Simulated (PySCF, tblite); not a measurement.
**CH7PSi2 (triplet), a small gas-phase stand-in for a defect centre: EPR parameters**

Aim: the EPR parameters of `[SiH3][C]P[SiH3]`. It is drawn as: twofold C.

Programs: tblite 0.8.0 and PySCF 2.14.0. All values are calculated, for the isolated system unless a continuum is named. Atoms count from 0, parts from 1.

## 1. The system as given

11 atoms, charge 0, multiplicity 3; geometry: distance geometry start.

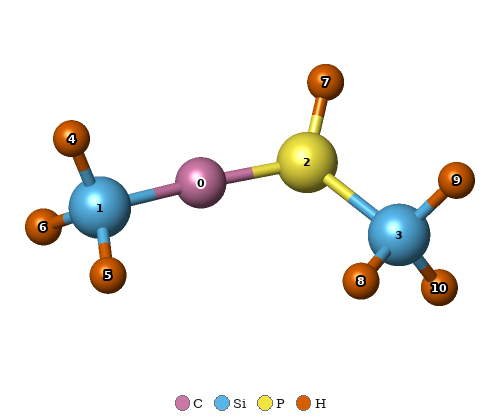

The starting geometry (carbon pink, silicon blue, phosphorus yellow, hydrogen orange), atoms numbered.

## 2. Geometry optimisation with GFN2-xTB

The job: settings as JSON, then the geometry in Å.

```
{"job": {"kind": "relax", "xc": "GFN2-xTB", "basis": "xTB"}, "charge": 0, "multiplicity": 3}
C     -0.972805     1.016081    -0.224888
Si    -0.898011     2.598337    -1.174123
P     -0.756432    -0.485647     0.781911
Si     0.708605    -0.299217     2.417879
H     -0.306101     2.349003    -2.423378
H     -0.123466     3.549218    -0.460555
H     -2.207604     3.092688    -1.366365
H     -0.767554    -1.658574     0.092623
H      1.359072     0.937298     2.353993
H      1.659029    -1.338964     2.294158
H      0.007215    -0.426607     3.648384
```

Method: GFN2-xTB geometry optimisation, gas phase.

Launch:

```sh
$ OMP_NUM_THREADS=1 python cluster_run.py task.json out
```

The driver reads the jobs from task.json and runs them one after another.

Output:

```text
step      E/eV     max force
  0    -312.88194    3.703
  1    -313.25964    2.016
  2    -313.41544    1.618
  3    -313.46810    1.185
  4    -313.56972    1.362
  5    -313.64858    1.748
  6    -313.69784    1.057
  7    -313.74081    0.514
  8    -313.76074    0.605
  9    -313.78440    0.775
 10    -313.80193    0.482
 11    -313.81040    0.256
 12    -313.81627    0.320
 13    -313.82416    0.350
 14    -313.83397    0.417
 15    -313.84498    0.388
 16    -313.85261    0.250
 17    -313.85693    0.184
 18    -313.85948    0.139
 19    -313.86285    0.204
 20    -313.86857    0.277
 21    -313.87570    0.295
 22    -313.88048    0.211
 23    -313.88265    0.141
 24    -313.88376    0.112
 25    -313.88495    0.138
 26    -313.88661    0.182
 27    -313.88844    0.170
 28    -313.89034    0.143
 29    -313.89224    0.102
 30    -313.89371    0.103
 31    -313.89454    0.092
 32    -313.89502    0.058
 33    -313.89549    0.057
 34    -313.89616    0.092
 35    -313.89708    0.134
 36    -313.89792    0.115
 37    -313.89839    0.058
 38    -313.89862    0.037
 39    -313.89884    0.049
 40    -313.89921    0.081
 41    -313.89975    0.091
 42    -313.90024    0.063
 43    -313.90046    0.025
 44    -313.90053    0.020
 45    -313.90057    0.026
 46    -313.90065    0.027
 47    -313.90078    0.032
 48    -313.90094    0.027
 49    -313.90104    0.023
 50    -313.90109    0.023
 51    -313.90114    0.024
 52    -313.90124    0.030
 53    -313.90142    0.044
 54    -313.90169    0.049
 55    -313.90194    0.035
 56    -313.90206    0.026
 57    -313.90211    0.025
 58    -313.90218    0.023
 59    -313.90232    0.038
 60    -313.90257    0.057
 61    -313.90293    0.062
 62    -313.90321    0.043
 63    -313.90337    0.032
 64    -313.90352    0.033
 65    -313.90373    0.059
 66    -313.90418    0.095
 67    -313.90505    0.128
 68    -313.90633    0.127
 69    -313.90784    0.110
 70    -313.90870    0.197
 71    -313.91084    0.120
 72    -313.91196    0.090
 73    -313.91311    0.105
 74    -313.91469    0.075
 75    -313.91738    0.080
 76    -313.91901    0.182
 77    -313.91844    0.155
 78    -313.92090    0.105
 79    -313.92135    0.080
 80    -313.92179    0.056
 81    -313.92200    0.043
 82    -313.92229    0.036
 83    -313.92247    0.034
 84    -313.92268    0.039
 85    -313.92299    0.047
 86    -313.92339    0.064
 87    -313.92380    0.057
 88    -313.92416    0.051
 89    -313.92440    0.058
 90    -313.92461    0.063
 91    -313.92486    0.052
 92    -313.92510    0.036
 93    -313.92530    0.032
 94    -313.92544    0.044
 95    -313.92559    0.040
 96    -313.92576    0.033
 97    -313.92599    0.033
 98    -313.92616    0.046
 99    -313.92634    0.048
100    -313.92650    0.036
101    -313.92661    0.022
102    -313.92666    0.021
103    -313.92671    0.027
104    -313.92675    0.025
105    -313.92681    0.023
106    -313.92690    0.020
107    -313.92699    0.020
108    -313.92704    0.015
109    -313.92708    0.013
110    -313.92711    0.015
111    -313.92715    0.022
112    -313.92723    0.026
113    -313.92737    0.026
114    -313.92757    0.040
115    -313.92778    0.046
116    -313.92796    0.034
117    -313.92813    0.033
118    -313.92827    0.030
119    -313.92846    0.044
120    -313.92864    0.044
121    -313.92875    0.026
122    -313.92879    0.013
123    -313.92881    0.010
124    -313.92882    0.010
125    -313.92884    0.010
126    -313.92885    0.007
```

Run time: 1.9 s. Hardware: 1 thread of Intel Xeon 6975P-C, shared host.

Step by step:

```
step  energy from step 0 (eV)  largest force (eV/Å)
   0                   0.0000                3.7028
   5                  -0.7666                1.7480
  10                  -0.9200                0.4819
  15                  -0.9630                0.3878
  20                  -0.9866                0.2779
  25                  -1.0030                0.1379
  30                  -1.0118                0.1031
  35                  -1.0151                0.1339
  40                  -1.0173                0.0811
  45                  -1.0186                0.0260
  50                  -1.0192                0.0228
  55                  -1.0200                0.0355
  60                  -1.0206                0.0568
  65                  -1.0218                0.0586
  70                  -1.0268                0.1972
  75                  -1.0354                0.0794
  80                  -1.0399                0.0564
  85                  -1.0411                0.0470
  90                  -1.0427                0.0628
  95                  -1.0437                0.0404
 100                  -1.0446                0.0359
 105                  -1.0449                0.0231
 110                  -1.0452                0.0143
 115                  -1.0458                0.0455
 120                  -1.0467                0.0442
 125                  -1.0469                0.0099
 126                  -1.0469                0.0070
```

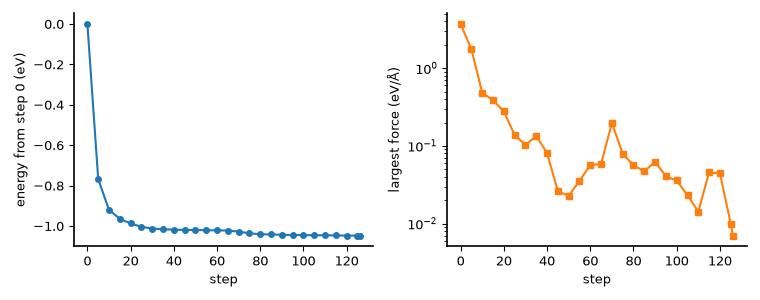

Energy and force, step by step.

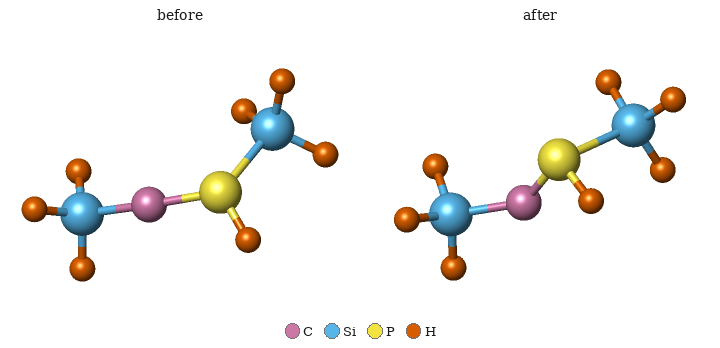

Before and after, at one scale.

Close pairs (by a distance rule), those that changed most:

```
  bond  before (Å)  after (Å)  change (Å)
 C0–P2       1.821      1.705      -0.116
Si3–H8       1.399      1.462      +0.063
Si1–H4       1.405      1.466      +0.061
P2–Si3       2.204      2.264      +0.060
Si1–H6       1.413      1.469      +0.056
Si1–H5       1.419      1.471      +0.052
Si3–H9       1.414      1.463      +0.049
 P2–H7       1.361      1.408      +0.047
```

## 3. Relaxing the molecule at PBE0-D3(BJ)/def2-SVP

The job: settings as JSON, then the geometry in Å.

```
{"job": {"xc": "PBE0", "basis": "def2-SVP", "d3": "d3bj", "grid": 2, "kind": "geom", "shake": 0.01}, "charge": 0, "multiplicity": 3}
C     -0.307072     0.020993    -0.785984
Si    -0.584252     1.563681    -1.795765
P     -0.956719    -0.708509     0.603976
Si     0.965621    -1.145557     1.808624
H      0.195937     1.371525    -3.032131
H     -0.062241     2.733648    -1.057239
H     -1.974617     1.820032    -2.134760
H     -1.104307    -2.010931     0.126216
H      1.348430     0.144415     2.384339
H      2.001518    -1.738862     1.018776
H      0.510388    -2.078936     2.874247
```

Output:

```text
step   0  E = -961.78202421  max force = 0.029901
step   1  E = -961.78873043  max force = 0.004243
step   2  E = -961.78922942  max force = 0.001410
step   3  E = -961.78933877  max force = 0.000833
step   4  E = -961.78938336  max force = 0.001221
step   5  E = -961.78945250  max force = 0.001371
step   6  E = -961.78948680  max force = 0.000990
step   7  E = -961.78950496  max force = 0.000436
step   8  E = -961.78951182  max force = 0.000118
optimisation converged
```

Run time: 52 s. Hardware: 1 thread of Intel Xeon 6975P-C, shared host; peak memory 0.56 GiB.

Relaxation path:

```
step  energy from step 0 (eV)  largest force component (eV/Å)
   0                   0.0000                          1.5376
   1                  -0.1825                          0.2182
   2                  -0.1961                          0.0725
   3                  -0.1990                          0.0428
   4                  -0.2003                          0.0628
   5                  -0.2021                          0.0705
   6                  -0.2031                          0.0509
   7                  -0.2036                          0.0224
   8                  -0.2037                          0.0061
```

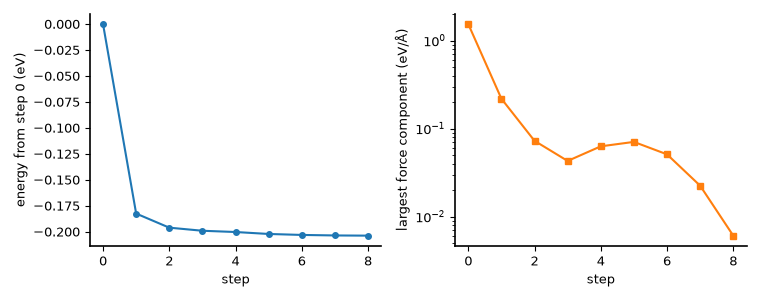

Energy and largest force along the relaxation.

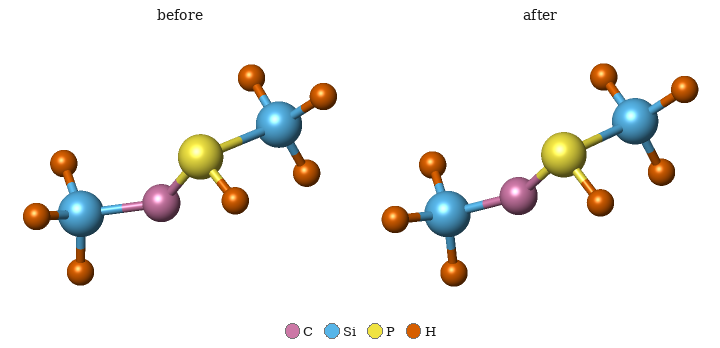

The geometry before (left) and after (right).

Distances of close pairs at the start and the end, largest changes first:

```
  bond  before (Å)  after (Å)  change (Å)
Si3–H9       1.431      1.492      +0.061
 C0–P2       1.699      1.745      +0.046
Si1–H6       1.454      1.499      +0.045
 P2–H7       1.395      1.435      +0.040
C0–Si1       1.865      1.826      -0.039
P2–Si3       2.310      2.281      -0.030
Si3–H8       1.464      1.492      +0.028
Si1–H4       1.475      1.495      +0.020
```

The final coordinates are the input of the step that follows.

```
                         at the end point                value
  point group (found at 0.08 Å tolerance)                   C1
rotational constants (GHz, main isotopes)  6.923, 1.341, 1.169
                        dipole moment (D)                 0.81
                                     ⟨S²⟩                2.014
```

## 4. EPR parameters: B3LYP/IGLO-III+pcH-1

The job: settings as JSON, then the geometry in Å.

```
{"job": {"kind": "epr"}, "charge": 0, "multiplicity": 3}
C     -0.527625     0.076192    -0.684653
Si    -0.426571     1.529192    -1.785533
P     -1.157553    -0.828888     0.668050
Si     0.795109    -1.081823     1.818732
H      0.418992     1.205626    -2.975095
H      0.196230     2.683886    -1.061983
H     -1.782613     1.948592    -2.266155
H     -1.175030    -2.152020     0.112199
H      1.180152     0.273476     2.308447
H      1.882147    -1.642563     0.963928
H      0.547828    -1.985042     2.984091
```

Level: UKS B3LYP, IGLO-III on C P Si, pcH-1 on H, non-relativistic, mean-field spin-orbit, GIAO.

Output:

```text
UKS, coarse grid
  cycle   1  E = -962.61064287  |g| = 2.41e-01
  cycle   2  E = -962.58458118  |g| = 3.02e-01
  cycle   3  E = -962.63532136  |g| = 8.08e-02
  cycle   4  E = -962.63945345  |g| = 1.75e-02
  cycle   5  E = -962.63968347  |g| = 6.67e-03
  cycle   6  E = -962.63971701  |g| = 2.55e-03
  cycle   7  E = -962.63972263  |g| = 6.60e-04
UKS, final grid
  cycle   1  E = -962.63972663  |g| = 7.62e-04
  cycle   2  E = -962.63972628  |g| = 1.09e-03
  cycle   3  E = -962.63972702  |g| = 1.58e-04
  cycle   4  E = -962.63972704  |g| = 5.30e-05
  cycle   5  E = -962.63972704  |g| = 1.99e-05
E = -962.63972704 Eh   <S^2> = 2.0127 (exact 2.0000)
g shifts (ppm)      1          2          3
  rmc          -132       -132       -132
  gc             29         18         30
  oz_so        -667        -44        597
  total        -770       -159        496
hyperfine (MHz)  atom isotope    a_iso     a_fc   dipolar eigenvalues
    0   13C      88.72      88.84    -66.47     28.48     37.99
    1  29Si      30.08      30.14     -1.83      0.56      1.27
    2   31P      68.32      68.52    -27.52    -23.63     51.15
    3  29Si     -68.59     -68.69    -11.81      5.49      6.32
    4    1H      28.58      28.58     -2.83     -2.36      5.19
    5    1H      48.21      48.21     -2.92     -1.97      4.89
    6    1H      46.23      46.23     -2.86     -1.95      4.80
    7    1H      86.23      86.23     -2.86     -1.68      4.53
    8    1H      -2.92      -2.92     -2.06     -1.20      3.27
    9    1H      -0.62      -0.62     -2.12     -1.25      3.36
   10    1H      16.41      16.41     -1.48     -0.75      2.23
zero-field splitting (cm-1)  D = 0.5204  E = 0.0094  (spin-spin 0.4958, spin-orbit 0.0286)
```

Run time: 39 s. Hardware: 1 thread of Intel Xeon 6975P-C, shared host; peak memory 0.9 GiB.

Principal g values 2.00155, 2.00216, 2.00282; g(iso) = 2.00218, against 2.00232 for a free electron.

Hyperfine couplings, nucleus by nucleus at this fixed geometry (no averaging over rotations):

```
nuclei  isotope  a(iso) (MHz)  a(iso) (G, at g = 2.0023)  largest dipolar term (MHz)
    C0      13C          88.7                       31.7                       -66.5
    H7       1H          86.2                       30.8                         4.5
   Si3     29Si         -68.6                      -24.5                       -11.8
    P2      31P          68.3                       24.4                        51.1
    H5       1H          48.2                       17.2                         4.9
    H6       1H          46.2                       16.5                         4.8
   Si1     29Si          30.1                       10.7                        -1.8
    H4       1H          28.6                       10.2                         5.2
   H10       1H          16.4                        5.9                         2.2
    H8       1H          -2.9                       -1.0                         3.3
    H9       1H          -0.6                       -0.2                         3.4
```

Zero-field splitting: D = 0.520 cm⁻¹ (spin-spin 0.496, spin-orbit 0.029), E = 0.009 cm⁻¹.

Mulliken spin populations:

```
atom  value (e)
  C0       1.63
 Si1      -0.02
  P2       0.08
 Si3       0.08
  H4       0.03
  H5       0.05
  H6       0.05
  H7       0.08
  H8       0.00
  H9       0.00
 H10       0.02
```

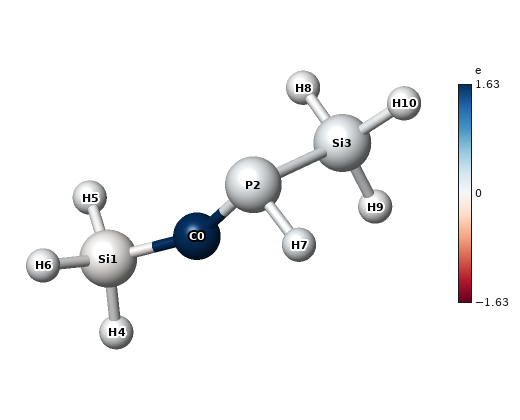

Mulliken spin populations, as colours on the atoms.

The fields below are evaluated on a grid from the run's orbitals.

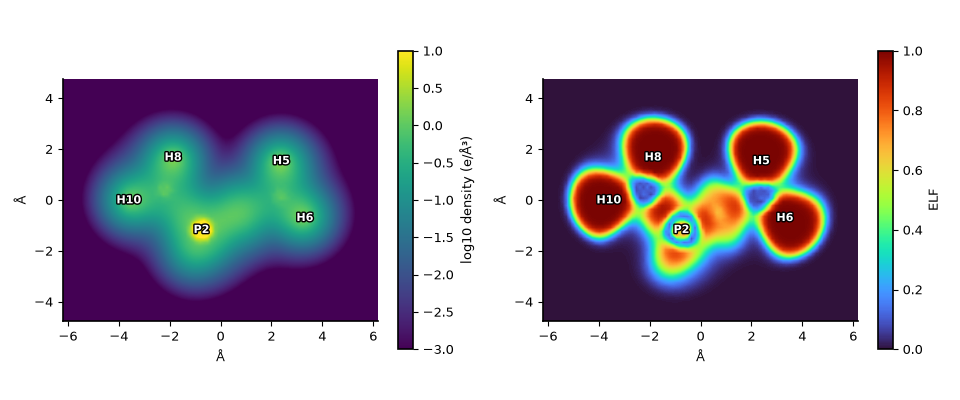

Density (left) and ELF (right) in a plane through or near 5 of the atoms.

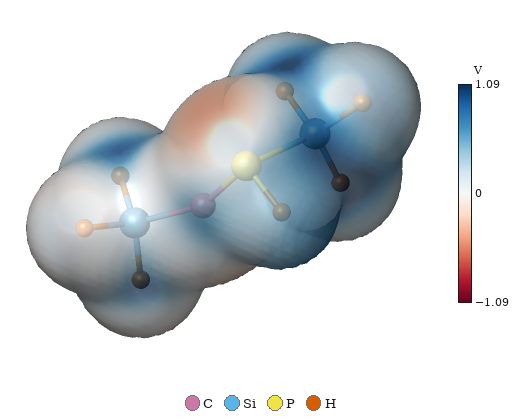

Electrostatic potential on the surface of density 0.002 e/bohr³; red is low, blue high. It runs from -0.34 V near P2 to 1.09 V near H10.

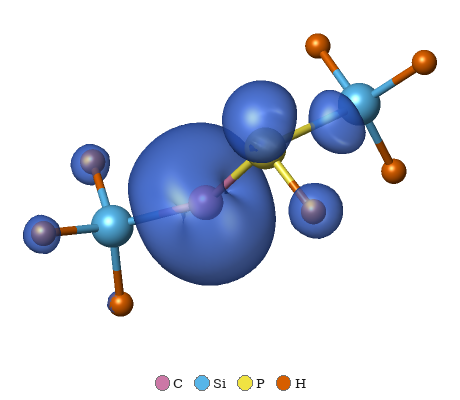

Spin density at ±0.04 e/Å³ (alpha excess blue, beta excess red).

## 5. EPR parameters: BHandHLYP/IGLO-III+pcH-1

Settings changed since step 4:

```diff
@@ -1,2 +1,2 @@
-{"job": {"kind": "epr"}, "charge": 0, "multiplicity": 3}
+{"job": {"kind": "epr", "xc": "BHandHLYP"}, "charge": 0, "multiplicity": 3}
 C     -0.527625     0.076192    -0.684653
```

Method: UKS BHandHLYP, IGLO-III on C P Si, pcH-1 on H, non-relativistic, mean-field spin-orbit, GIAO.

Output:

```text
UKS, coarse grid
  cycle   1  E = -962.50374771  |g| = 2.02e-01
  cycle   2  E = -962.52965059  |g| = 1.26e-01
  cycle   3  E = -962.53756251  |g| = 5.25e-02
  cycle   4  E = -962.53996723  |g| = 1.93e-02
  cycle   5  E = -962.54040522  |g| = 5.26e-03
  cycle   6  E = -962.54046525  |g| = 2.53e-03
  cycle   7  E = -962.54047684  |g| = 8.33e-04
  cycle   8  E = -962.54047769  |g| = 2.83e-04
UKS, final grid
  cycle   1  E = -962.54048029  |g| = 1.65e-04
  cycle   2  E = -962.54048035  |g| = 1.19e-04
  cycle   3  E = -962.54048037  |g| = 6.03e-05
  cycle   4  E = -962.54048038  |g| = 2.31e-05
  cycle   5  E = -962.54048038  |g| = 5.71e-06
E = -962.54048038 Eh   <S^2> = 2.0200 (exact 2.0000)
g shifts (ppm)      1          2          3
  rmc          -130       -130       -130
  gc             28         16         28
  oz_so        -646        -42        560
  total        -748       -156        458
hyperfine (MHz)  atom isotope    a_iso     a_fc   dipolar eigenvalues
    0   13C     111.62     111.73    -68.37     30.60     37.77
    1  29Si      38.81      38.89     -2.11      0.37      1.73
    2   31P      33.28      33.34    -27.57    -22.98     50.55
    3  29Si     -66.08     -66.17    -11.20      5.10      6.09
    4    1H      25.71      25.71     -2.87     -2.51      5.38
    5    1H      44.46      44.46     -2.94     -2.11      5.04
    6    1H      44.17      44.17     -2.86     -2.06      4.92
    7    1H      83.97      83.97     -2.85     -1.92      4.77
    8    1H      -3.01      -3.01     -2.06     -1.26      3.32
    9    1H      -1.25      -1.25     -2.11     -1.33      3.44
   10    1H      14.97      14.97     -1.39     -0.74      2.14
zero-field splitting (cm-1)  D = 0.5542  E = 0.0101  (spin-spin 0.5457, spin-orbit -0.0121)
```

Run time: 38 s. Hardware: 1 thread of Intel Xeon 6975P-C, shared host; peak memory 0.83 GiB.

In short: g(iso) 2.00217.

## 6. Comparing the runs: EPR parameters

g, ⟨S²⟩ and isotropic hyperfine couplings (MHz), with basis size and wall time:

```
                     run   g(iso)   ⟨S²⟩  13C C0  1H H7  29Si Si3  31P P2  1H H5  functions  time
    B3LYP/IGLO-III+pcH-1  2.00218  2.013    88.7   86.2     -68.6    68.3   48.2        237  39 s
BHandHLYP/IGLO-III+pcH-1  2.00217  2.020   111.6   84.0     -66.1    33.3   44.5        237  38 s
```

## 7. Summary of results

| quantity | value |
| --- | --- |
| point group | C1 |
| rotational constants (main isotopes) | 6.92, 1.34, 1.17 GHz |
| D, E (B3LYP) | 0.520, 0.009 cm⁻¹ |
| g(iso) (B3LYP) | 2.00218 |
| ⟨S²⟩ | 2.013 (exact 2.00) |
| largest a(iso) | 13C on C0, 88.7 MHz |
| potential on the surface of density 0.002 e/bohr³, 1st and 99th percentile | -0.34 V and 1.09 V |

What this shows: The start of the PBE0/def2-SVP relaxation was shaken at random by about 0.01 Å, so part of the energy gained, and of the first lengths quoted, undoes that. The optimisation took 8 steps and gained 0.204 eV; among the close pairs (by a distance rule), Si3–H9 changed most, from 1.431 to 1.492 Å (PBE0/def2-SVP). No frequency check was run at this level, so the end point may be a saddle. C0 carries the largest spin population, 1.63 e. The isotropic g lies 0.1 ppt below the free-electron value. The coupling of 13C on C0 runs from 88.7 (B3LYP/IGLO-III+pcH-1) to 111.6 MHz (BHandHLYP/IGLO-III+pcH-1). The triplet was assumed; the singlet may lie lower. A capped cluster stands for the solid here, so long-range fields and strain are missing, and bands or shifts of the capping hydrogens have no counterpart in it.
